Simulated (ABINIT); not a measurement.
# A GW chain in ABINIT: NaLiICl (P4/mmm), part 2 of 3

How does a plane-wave GW calculation on NaLiICl (P4/mmm) run from the first input to the gap?

ABINIT 10.8.3; PBEsol and many-body steps on it, plane waves. Known limits of the many-body steps: not at the basis limit; screening head approximate; coarse k mesh.

So far. Step 2 (Ground state): The gap is indirect, with the least direct gap 0.13 eV higher.

### Step 3. Bands along the symmetry lines

Level of this step: DFT, PBEsol with spin-orbit coupling, plane waves, norm-conserving pseudopotentials (ABINIT).

The cheap functional maps the bands first; the places of the edges decide which points the dearer methods must see.

run.abi reads:

```
acell 3*1.0 Angstrom
rprim 
  4.091636000000 0.000000000000 0.000000000000
  0.000000000000 4.091636000000 0.000000000000
  0.000000000000 0.000000000000 6.215344000000
ntypat 4
znucl 11 3 53 17
natom 4
typat 1 2 3 4
xred 
  0.500000000000 0.500000000000 0.500000000000
  0.000000000000 0.000000000000 0.000000000000
  0.500000000000 0.500000000000 0.000000000000
  0.000000000000 0.000000000000 0.500000000000
pp_dirpath "pseudos"
pseudos "Na.upf, Li.upf, I.upf, Cl.upf"
ecut 38
nspinor 2
iscf -2
irdden 1
kptopt 0
nkpt 39
kpt 
  0.00000000 0.00000000 0.00000000
  0.00000000 0.12500000 0.00000000
  0.00000000 0.25000000 0.00000000
  0.00000000 0.37500000 0.00000000
  0.00000000 0.50000000 0.00000000
  0.12500000 0.50000000 0.00000000
  0.25000000 0.50000000 0.00000000
  0.37500000 0.50000000 0.00000000
  0.50000000 0.50000000 0.00000000
  0.37500000 0.37500000 0.00000000
  0.25000000 0.25000000 0.00000000
  0.12500000 0.12500000 0.00000000
  0.00000000 0.00000000 0.00000000
  0.00000000 0.00000000 0.12500000
  0.00000000 0.00000000 0.25000000
  0.00000000 0.00000000 0.37500000
  0.00000000 0.00000000 0.50000000
  0.00000000 0.12500000 0.50000000
  0.00000000 0.25000000 0.50000000
  0.00000000 0.37500000 0.50000000
  0.00000000 0.50000000 0.50000000
  0.12500000 0.50000000 0.50000000
  0.25000000 0.50000000 0.50000000
  0.37500000 0.50000000 0.50000000
  0.50000000 0.50000000 0.50000000
  0.37500000 0.37500000 0.50000000
  0.25000000 0.25000000 0.50000000
  0.12500000 0.12500000 0.50000000
  0.00000000 0.00000000 0.50000000
  0.00000000 0.50000000 0.00000000
  0.00000000 0.50000000 0.12500000
  0.00000000 0.50000000 0.25000000
  0.00000000 0.50000000 0.37500000
  0.00000000 0.50000000 0.50000000
  0.50000000 0.50000000 0.00000000
  0.50000000 0.50000000 0.12500000
  0.50000000 0.50000000 0.25000000
  0.50000000 0.50000000 0.37500000
  0.50000000 0.50000000 0.50000000
istwfk *1
nband 42
nbdbuf 6
tolwfr 1e-08
nstep 40
prtwf 0
prtvol 0
indata_prefix "in"
outdata_prefix "out"
tmpdata_prefix "tmp"
```

Launch:

```
> OMP_NUM_THREADS=1 mpirun -n 4 abinit run.abi > log
```

Numbers of over 12 decimals in the logs are rounded to 6 here.

What it wrote:

```text
.Version 10.8.3 of ABINIT. v10.8.2 released Aug 2026.

 Symmetries : space group P4/m m m (#123); Bravais tP (primitive tetrag.)
[... echo of the input left out ...]
== DATASET  1 ==================================================================
-   mpi_nproc: 4, omp_nthreads: 1 (-1 if OMP is not activated)

--- !DatasetInfo
iteration_state: {dtset: 1, }
dimensions: {natom: 4, nkpt: 39, mband: 42, nsppol: 1, nspinor: 2, nspden: 1, mpw: 7888, }
cutoff_energies: {ecut:  38.0, pawecutdg:  -1.0, }
electrons: {nelect:   2.60000000E+01, charge:   0.00000000E+00, occopt:   1.00000000E+00, tsmear:   1.00000000E-02, }

 Real(R)+Recip(G) space primitive vectors, cartesian coordinates (Bohr,Bohr^-1):
 R(1)=  7.7320714  0.0000000  0.0000000  G(1)=  0.1293314  0.0000000  0.0000000
 R(2)=  0.0000000  7.7320714  0.0000000  G(2)=  0.0000000  0.1293314  0.0000000
 R(3)=  0.0000000  0.0000000 11.7452979  G(3)=  0.0000000  0.0000000  0.0851405
 Unit cell volume ucvol=  7.0219180E+02 bohr^3
 Angles (23,13,12)=  9.00000000E+01  9.00000000E+01  9.00000000E+01 degrees

 getcut: wavevector=  0.0000  0.0000  0.0000  ngfft=  45  45  72
         ecut(hartree)=     38.000   => boxcut(ratio)=   2.05069

--- Pseudopotential description ------------------------------------------------
- Na Generated using ONCVPSP code by D. R. Hamann
- 11.00000   9.00000  180509                  znucl, zion, pspdat
12 -116133 1 -1 2016                          pspcod,pspxc,lmax,lloc,mmax
     nproj     2     2     0     0
     spin-orbit psp
        nprojso     3     0     0
  pspatm : epsatm=    9.33086523
         --- l  ekb(1:nproj) -->
             0   -0.678102    2.658161
             1   -6.761008   -2.404561
  spin-orbit 1    0.012472    0.006439   -0.000126
 pspatm: atomic psp has been read  and splines computed

- Li Generated using ONCVPSP code by D. R. Hamann
-  3.00000   3.00000  180509                  znucl, zion, pspdat
12 -116133 1 -1 1944                          pspcod,pspxc,lmax,lloc,mmax
     nproj     2     2     0     0
     spin-orbit psp
        nprojso     3     0     0
  pspatm : epsatm=    2.60902526
         --- l  ekb(1:nproj) -->
             0   -4.855855   -1.482424
[...]
spin-orbit 1    0.001427   -0.000365    0.000138
 pspatm: atomic psp has been read  and splines computed

- I Generated using ONCVPSP code by D. R. Hamann
- 53.00000   7.00000  180509                  znucl, zion, pspdat
12 -116133 2 -1 1210                          pspcod,pspxc,lmax,lloc,mmax
     nproj     2     4     4     0
     spin-orbit psp
        nprojso     4     4     0
  pspatm : epsatm=   18.13292851
         --- l  ekb(1:nproj) -->
[...]
1    4.049696    0.759630    0.008283    0.000022
             2    4.195355    0.725136    0.003540    0.000041
  spin-orbit 1   -0.423511    0.212177    0.050604   -0.000498
[...]
1.87E-05  1.31E-03
[...]
Non-SCF case, kpt   38 (  0.50000  0.50000  0.37500), residuals and eigenvalues=
[...]
Non-SCF case, kpt   39 (  0.50000  0.50000  0.50000), residuals and eigenvalues=
[...]
2.7546E-01  2.7546E-01  2.7551E-01  2.7551E-01  2.9257E-01  2.9257E-01
  3.3423E-01  3.3423E-01  3.4045E-01  3.4045E-01  3.4107E-01  3.4107E-01

--- !ResultsGS
iteration_state: {dtset: 1, }
comment   : Summary of ground state results
lattice_vectors:
- [  7.7320714,   0.0000000,   0.0000000, ]
- [  0.0000000,   7.7320714,   0.0000000, ]
- [  0.0000000,   0.0000000,  11.7452979, ]
lattice_lengths: [   7.73207,    7.73207,   11.74530, ]
lattice_angles: [ 90.000,  90.000,  90.000, ] # degrees, (23, 13, 12)
lattice_volume:   7.0219180E+02
convergence: {deltae:  0.000E+00, res2:  0.000E+00, residm:  9.989E-09, diffor:  0.000E+00, }
etotal    :  -8.23152858E+01
entropy   :   0.00000000E+00
fermie    :   1.25464168E-02
cartesian_stress_tensor: null
pressure_GPa: null
xred      :
- [  5.0000E-01,   5.0000E-01,   5.0000E-01, Na]
- [  0.0000E+00,   0.0000E+00,   0.0000E+00, Li]
- [  5.0000E-01,   5.0000E-01,   0.0000E+00,  I]
- [  0.0000E+00,   0.0000E+00,   5.0000E-01, Cl]
cartesian_forces: null
force_length_stats: {min: null, max: null, mean: null, }

 Integrated electronic density in atomic spheres:
 ------------------------------------------------
 Atom  Sphere_radius  Integrated_density
[...]
================================================================================

 ----iterations are completed or convergence reached----

 Mean square residual over all n,k,spin=   53.189E-10; max=  99.894E-10
 reduced coordinates (array xred) for    4 atoms
[...]
0.500000000000      0.500000000000      0.000000000000
       0.000000000000      0.000000000000      0.500000000000

 cartesian coordinates (angstrom) at end:
    1      2.045818     2.045818     3.107672
    2      0.000000     0.000000     0.000000
    3      2.045818     2.045818     0.000000
    4      0.000000     0.000000     3.107672
 length scales=  1.889726125908  1.889726125908  1.889726125908 bohr
              =  1.000000000000  1.000000000000  1.000000000000 angstroms
 prteigrs : about to open file out_EIG
 Eigenvalues (hartree) for nkpt=  39  k points:
 kpt#   1, nband= 42, wtk=  1.00000, kpt=  0.0000  0.0000  0.0000 (reduced coord)
[...]
kpt#   2, nband= 42, wtk=  1.00000, kpt=  0.0000  0.1250  0.0000 (reduced coord)
[...]
kpt#   3, nband= 42, wtk=  1.00000, kpt=  0.0000  0.2500  0.0000 (reduced coord)
[...]
kpt#  38, nband= 42, wtk=  1.00000, kpt=  0.5000  0.5000  0.3750 (reduced coord)
[...]
0.36479    0.36479
 kpt#  39, nband= 42, wtk=  1.00000, kpt=  0.5000  0.5000  0.5000 (reduced coord)
[...]
-0.02408   -0.02408    0.20784    0.20784    0.27074    0.27074    0.27546    0.27546
   0.27551    0.27551    0.29257    0.29257    0.33423    0.33423    0.34045    0.34045
   0.34107    0.34107

== END DATASET(S) ==============================================================
================================================================================

 -outvars: echo values of variables after computation  --------
            nband          42
             nkpt          39
          spgroup         123
 [... the other variables as echoed above ...]

 Calculation completed.
```

It took 6.5 min on 4 MPI ranks of AMD EPYC 7571, shared host; peak memory 0.76 GiB.

This step gave:

| Property | Result |
| --- | --- |
| gap | 3.902 eV |
| k of the valence top | 0, 0.5, 0.5 |
| k of the conduction bottom | 0, 0, 0 |
| least direct gap | 4.033 eV |

The gap is 3.902 eV, as in the run before at this level.

Electronic bands along the path, in eV, zero at the top of the highest filled band:

| point | band 23 | band 24 | band 25 | band 26 | band 27 | band 28 | band 29 | band 30 |
| --- | --- | --- | --- | --- | --- | --- | --- | --- |
| Γ | -0.22 | -0.22 | -0.13 | -0.13 | 3.90 | 3.90 | 5.24 | 5.24 |
| X | -1.05 | -1.05 | -0.06 | -0.06 | 5.67 | 5.67 | 6.26 | 6.26 |
| M | -1.36 | -1.36 | -0.79 | -0.79 | 4.50 | 4.50 | 5.89 | 5.89 |
| Γ | -0.22 | -0.22 | -0.13 | -0.13 | 3.90 | 3.90 | 5.24 | 5.24 |
| Z | -0.81 | -0.81 | -0.28 | -0.28 | 5.43 | 5.43 | 6.01 | 6.01 |
| R | -0.70 | -0.70 | 0.00 | 0.00 | 4.56 | 4.56 | 5.29 | 5.29 |
| A | -1.40 | -1.40 | -1.00 | -1.00 | 5.31 | 5.31 | 7.03 | 7.03 |
| Z | -0.81 | -0.81 | -0.28 | -0.28 | 5.43 | 5.43 | 6.01 | 6.01 |
| jump to X | -1.05 | -1.05 | -0.06 | -0.06 | 5.67 | 5.67 | 6.26 | 6.26 |
| R | -0.70 | -0.70 | 0.00 | 0.00 | 4.56 | 4.56 | 5.29 | 5.29 |
| jump to M | -1.36 | -1.36 | -0.79 | -0.79 | 4.50 | 4.50 | 5.89 | 5.89 |
| A | -1.40 | -1.40 | -1.00 | -1.00 | 5.31 | 5.31 | 7.03 | 7.03 |

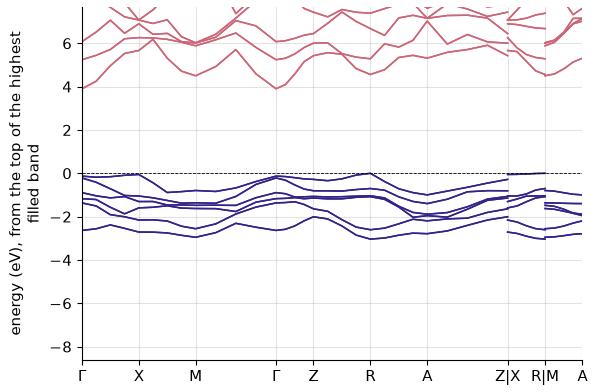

Electronic bands along the path; lines of filled and empty bands in two colours.

### Step 4. Empty states on the mesh, 2×2×2 mesh, 140 bands

The sums over transitions need many empty states on a uniform mesh; this step solves for them.

run.abi reads:

```
acell 3*1.0 Angstrom
rprim 
  4.091636000000 0.000000000000 0.000000000000
  0.000000000000 4.091636000000 0.000000000000
  0.000000000000 0.000000000000 6.215344000000
ntypat 4
znucl 11 3 53 17
natom 4
typat 1 2 3 4
xred 
  0.500000000000 0.500000000000 0.500000000000
  0.000000000000 0.000000000000 0.000000000000
  0.500000000000 0.500000000000 0.000000000000
  0.000000000000 0.000000000000 0.500000000000
pp_dirpath "pseudos"
pseudos "Na.upf, Li.upf, I.upf, Cl.upf"
ecut 38
nspinor 2
ngkpt 2 2 2
nshiftk 1
shiftk 0 0 0
kptopt 1
chksymbreak 0
iscf -2
irdden 1
istwfk *1
nband 140
nbdbuf 12
tolwfr 1e-09
nstep 60
prtvol 0
indata_prefix "in"
outdata_prefix "out"
tmpdata_prefix "tmp"
```

What it wrote:

```text
.Version 10.8.3 of ABINIT. v10.8.2 released Aug 2026.

 Symmetries : space group P4/m m m (#123); Bravais tP (primitive tetrag.)
[... echo of the input left out ...]
== DATASET  1 ==================================================================
-   mpi_nproc: 4, omp_nthreads: 1 (-1 if OMP is not activated)

--- !DatasetInfo
iteration_state: {dtset: 1, }
dimensions: {natom: 4, nkpt: 6, mband: 140, nsppol: 1, nspinor: 2, nspden: 1, mpw: 7872, }
cutoff_energies: {ecut:  38.0, pawecutdg:  -1.0, }
electrons: {nelect:   2.60000000E+01, charge:   0.00000000E+00, occopt:   1.00000000E+00, tsmear:   1.00000000E-02, }

 Real(R)+Recip(G) space primitive vectors, cartesian coordinates (Bohr,Bohr^-1):
 R(1)=  7.7320714  0.0000000  0.0000000  G(1)=  0.1293314  0.0000000  0.0000000
 R(2)=  0.0000000  7.7320714  0.0000000  G(2)=  0.0000000  0.1293314  0.0000000
 R(3)=  0.0000000  0.0000000 11.7452979  G(3)=  0.0000000  0.0000000  0.0851405
 Unit cell volume ucvol=  7.0219180E+02 bohr^3
 Angles (23,13,12)=  9.00000000E+01  9.00000000E+01  9.00000000E+01 degrees

 getcut: wavevector=  0.0000  0.0000  0.0000  ngfft=  45  45  72
         ecut(hartree)=     38.000   => boxcut(ratio)=   2.05069

--- Pseudopotential description ------------------------------------------------
- Na Generated using ONCVPSP code by D. R. Hamann
- 11.00000   9.00000  180509                  znucl, zion, pspdat
12 -116133 1 -1 2016                          pspcod,pspxc,lmax,lloc,mmax
     nproj     2     2     0     0
     spin-orbit psp
        nprojso     3     0     0
  pspatm : epsatm=    9.33086523
         --- l  ekb(1:nproj) -->
             0   -0.678102    2.658161
             1   -6.761008   -2.404561
  spin-orbit 1    0.012472    0.006439   -0.000126
 pspatm: atomic psp has been read  and splines computed

- Li Generated using ONCVPSP code by D. R. Hamann
-  3.00000   3.00000  180509                  znucl, zion, pspdat
12 -116133 1 -1 1944                          pspcod,pspxc,lmax,lloc,mmax
     nproj     2     2     0     0
     spin-orbit psp
        nprojso     3     0     0
  pspatm : epsatm=    2.60902526
         --- l  ekb(1:nproj) -->
             0   -4.855855   -1.482424
[...]
spin-orbit 1    0.001427   -0.000365    0.000138
 pspatm: atomic psp has been read  and splines computed

- I Generated using ONCVPSP code by D. R. Hamann
- 53.00000   7.00000  180509                  znucl, zion, pspdat
12 -116133 2 -1 1210                          pspcod,pspxc,lmax,lloc,mmax
     nproj     2     4     4     0
     spin-orbit psp
        nprojso     4     4     0
  pspatm : epsatm=   18.13292851
         --- l  ekb(1:nproj) -->
[...]
1    4.049696    0.759630    0.008283    0.000022
             2    4.195355    0.725136    0.003540    0.000041
  spin-orbit 1   -0.423511    0.212177    0.050604   -0.000498
[...]
2.13E-10  3.77E-10  1.69E-10  6.08E-10  1.33E-10  3.46E-10  1.46E-10  2.07E-10
  1.18E-10  3.91E-10  8.00E-11  7.05E-10  2.40E-10  8.55E-10  3.63E-10  8.74E-10
  2.73E-10  8.96E-10  2.33E-10  5.54E-10  2.85E-10  6.58E-10  2.07E-10  3.67E-10
[...]
3.26E-05  1.81E-04  4.56E-05  1.71E-04
 -1.8180E+00 -1.8180E+00 -1.6288E+00 -1.6288E+00 -7.9672E-01 -7.9672E-01
 -7.9053E-01 -7.9053E-01 -7.8950E-01 -7.8950E-01 -4.7021E-01 -4.7021E-01
 -4.0742E-01 -4.0742E-01 -8.4377E-02 -8.4377E-02 -3.7715E-02 -3.7715E-02
[...]
1.2735E+00  1.2735E+00  1.2867E+00  1.2867E+00  1.2869E+00  1.2869E+00
  1.2916E+00  1.2916E+00  1.3566E+00  1.3568E+00  1.3573E+00  1.3587E+00
  1.3643E+00  1.3663E+00
 prteigrs : prtvol=0 or 1, do not print more k-points.

--- !ResultsGS
iteration_state: {dtset: 1, }
comment   : Summary of ground state results
lattice_vectors:
- [  7.7320714,   0.0000000,   0.0000000, ]
- [  0.0000000,   7.7320714,   0.0000000, ]
- [  0.0000000,   0.0000000,  11.7452979, ]
lattice_lengths: [   7.73207,    7.73207,   11.74530, ]
lattice_angles: [ 90.000,  90.000,  90.000, ] # degrees, (23, 13, 12)
lattice_volume:   7.0219180E+02
convergence: {deltae:  0.000E+00, res2:  0.000E+00, residm:  9.970E-10, diffor:  0.000E+00, }
etotal    :  -8.23152858E+01
entropy   :   0.00000000E+00
fermie    :   1.25464168E-02
cartesian_stress_tensor: null
pressure_GPa: null
xred      :
- [  5.0000E-01,   5.0000E-01,   5.0000E-01, Na]
- [  0.0000E+00,   0.0000E+00,   0.0000E+00, Li]
- [  5.0000E-01,   5.0000E-01,   0.0000E+00,  I]
- [  0.0000E+00,   0.0000E+00,   5.0000E-01, Cl]
cartesian_forces: null
force_length_stats: {min: null, max: null, mean: null, }

 Integrated electronic density in atomic spheres:
 ------------------------------------------------
 Atom  Sphere_radius  Integrated_density
[...]
================================================================================

 ----iterations are completed or convergence reached----

 Mean square residual over all n,k,spin=   48.868E-11; max=  99.698E-11
 reduced coordinates (array xred) for    4 atoms
[...]
0.500000000000      0.500000000000      0.000000000000
       0.000000000000      0.000000000000      0.500000000000

 cartesian coordinates (angstrom) at end:
    1      2.045818     2.045818     3.107672
    2      0.000000     0.000000     0.000000
    3      2.045818     2.045818     0.000000
    4      0.000000     0.000000     3.107672
 length scales=  1.889726125908  1.889726125908  1.889726125908 bohr
              =  1.000000000000  1.000000000000  1.000000000000 angstroms
 prteigrs : about to open file out_EIG
 Eigenvalues (hartree) for nkpt=   6  k points:
 kpt#   1, nband=140, wtk=  0.12500, kpt=  0.0000  0.0000  0.0000 (reduced coord)
[...]
1.22234    1.22234    1.25212    1.25212    1.25811    1.25811    1.27347    1.27347
   1.28671    1.28671    1.28693    1.28693    1.29155    1.29155    1.35660    1.35684
   1.35734    1.35868    1.36427    1.36634
 prteigrs : prtvol=0 or 1, do not print more k-points.

== END DATASET(S) ==============================================================
================================================================================

 -outvars: echo values of variables after computation  --------
            nband         140
             nkpt           6
          spgroup         123
 [... the other variables as echoed above ...]

 Calculation completed.
```

Run time: 9.7 min. Hardware: 4 MPI ranks; peak memory 0.57 GiB; 39 min of CPU time.

Numbers from this step:

| Property | Result |
| --- | --- |
| gap | 3.902 eV |
| k of the valence top | 0.5, 0, 0.5 |
| k of the conduction bottom | 0, 0, 0 |
| least direct gap | 4.033 eV |
| k points computed | 6 |
| lowest point of the top converged band, above the valence top | 31.31 eV |

On this mesh the gap is 3.902 eV.

### Step 5. Screening, 2×2×2 mesh, 128 bands, screening to 98 eV

The RPA dielectric matrix is built and inverted for each q.

This step: RPA screening on PBEsol with spin-orbit coupling, plane waves, norm-conserving pseudopotentials.

run.abi, as its differences from that of step 4:

```diff
@@ -23,10 +23,11 @@
 chksymbreak 0
-iscf -2
-irdden 1
 istwfk *1
-nband 140
-nbdbuf 12
-tolwfr 1e-09
-nstep 60
-prtvol 0
+occopt 1
+irdwfk 1
+optdriver 3
+nband 128
+ecuteps 3.6
+inclvkb 0
+awtr 1
+symchi 1
 indata_prefix "in"
```

What it wrote:

```text
.Version 10.8.3 of ABINIT. v10.8.2 released Aug 2026.

 Symmetries : space group P4/m m m (#123); Bravais tP (primitive tetrag.)
[... echo of the input left out ...]
== DATASET  1 ==================================================================
-   mpi_nproc: 4, omp_nthreads: 1 (-1 if OMP is not activated)

--- !DatasetInfo
iteration_state: {dtset: 1, }
dimensions: {natom: 4, nkpt: 6, mband: 128, nsppol: 1, nspinor: 2, nspden: 1, mpw: 7872, }
cutoff_energies: {ecut:  38.0, pawecutdg:  -1.0, }
electrons: {nelect:   2.60000000E+01, charge:   0.00000000E+00, occopt:   1.00000000E+00, tsmear:   1.00000000E-02, }

 SCREENING: Calculation of the susceptibility and dielectric matrices

 Based on a program developped by R.W. Godby, V. Olevano, G. Onida, and L. Reining.
 Incorporated in ABINIT by V. Olevano, G.-M. Rignanese, and M. Torrent.
.Using double precision arithmetic ; gwpc =  8

[... cell and pseudopotentials left out ...]
--------------------------------------------------------------------------------

 ==== K-mesh for the wavefunctions ====
 Number of points in the irreducible wedge :     6
[... list of points left out ...]
 Together with 16 symmetry operations and time-reversal symmetry
 yields     8 points in the full Brillouin Zone.

 ==== Q-mesh for the screening function ====
 Number of points in the irreducible wedge :     6
[... list of points left out ...]
 Together with 16 symmetry operations and time-reversal symmetry
 yields     8 points in the full Brillouin Zone.

 setmesh: FFT mesh size selected  =    30x   30x   45
          total number of points  =        40500

 vcoul_init : cutoff-mode = AUXILIARY_FUNCTION
 q-points for optical limit:   1
     1)      0.000010    0.000020    0.000030

- screening: taking advantage of time-reversal symmetry
- Maximum band index for partially occupied states nbvw = 26
- Remaining bands to be divided among processors   nbcw = 102
- Number of bands treated by each node ~25

 Number of electrons calculated from density =   26.0000; Expected =   26.0000
 average of density, n =  0.037027
 r_s =    1.8612
 omega_plasma =   18.5616 [eV]

 calculating chi0 at frequencies [eV] :
  1    0.000000E+00    0.000000E+00
  2    0.000000E+00    1.856156E+01

--------------------------------------------------------------------------------
  q-point number  1        q = ( 0.000000, 0.000000, 0.000000) [r.l.u.]
--------------------------------------------------------------------------------
[... chi0 elements left out ...]
 For q-point:  0.000010 0.000020 0.000030
  dielectric constant =   3.5934
  dielectric constant without local fields =   4.2683

  Average fulfillment of the sum rule on Im[epsilon] for q-point    1 :     49.30  [%]
[... wings left out ...]
  q-point number  2        q = ( 0.500000, 0.000000, 0.000000) [r.l.u.]
--------------------------------------------------------------------------------
[... chi0 elements left out ...]
  Average fulfillment of the sum rule on Im[epsilon] for q-point    2 :     54.64  [%]

 [... 4 further q-points ...]
```

Elapsed: 4.3 min, on 4 MPI ranks; peak memory 2.1 GiB; 17 min of CPU time.

This step gave:

```
ε∞ with local fields, on this mesh, along the program's q direction : 3.593
the same without local fields                                       : 4.268
plasma frequency                                                    : 18.56 eV
plane waves in the screening matrix                                 : 231
```

Local fields lower ε∞ by 16 %. On a Γ-centred mesh this coarse the value itself is usually too large, while a short band sum pulls it down.

(Continued in part 3 of 3.)

[Paths, hosts, dates, memory and timing lines, banners, echoed tables and standing remarks are left out of the program output.]

[Logs are printed without paths, hosts, clocks, repeated set-up lines and the standing remarks that a program may print on its own settings, such as how far it seeks lower states.]

[Runs of the session that timed out or met a known fault of the program may be left out.]

[Hosts, paths, dates, database ids (printed as entryN), source tags and the programs' standing remarks are cut or masked in the printed files.]

[G0W0 gaps are taken among the corrected bands and points alone; a level outside them can change the order at an edge.]

[Where Ansatz stands beside ABINIT at settings called matched, ABINIT's density can come from a denser mesh and the files from another edition; pairs whose starting gaps differed by over 0.03 eV were left out, so agreement reads better than it is.]
